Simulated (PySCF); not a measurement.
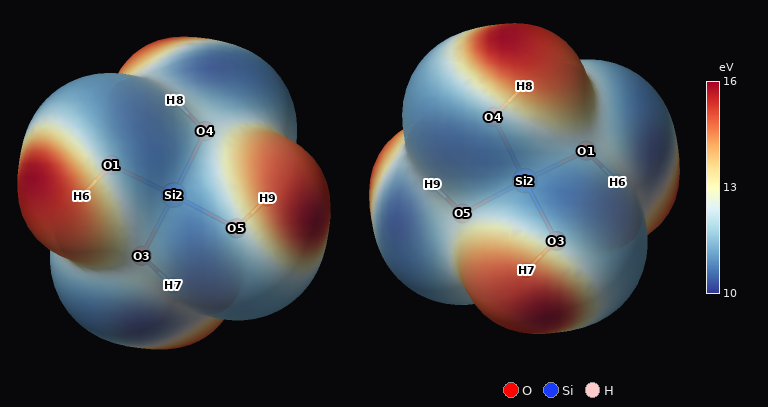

*H$_{4}$O$_{4}$Si, SMILES `O[Si](O)(O)O`. Average local ionisation energy on the surface of electron density 0.001 a.u. (back view left, front view right).*

Level of theory: PBE0/def2-TZVP (PySCF), at a geometry from GFN2-xTB. No frequency check shows the geometry to be a minimum.

Locate the minima of the map.

Answer. The lowest value is 10.5 eV, 1.9 Å from O4, and at like points elsewhere. For comparison, the highest occupied orbital lies at −9.1 eV.

What volume does the surface enclose, and what is the dipole moment?

Answer. About 97 Å³; the dipole moment is 0.0 D.
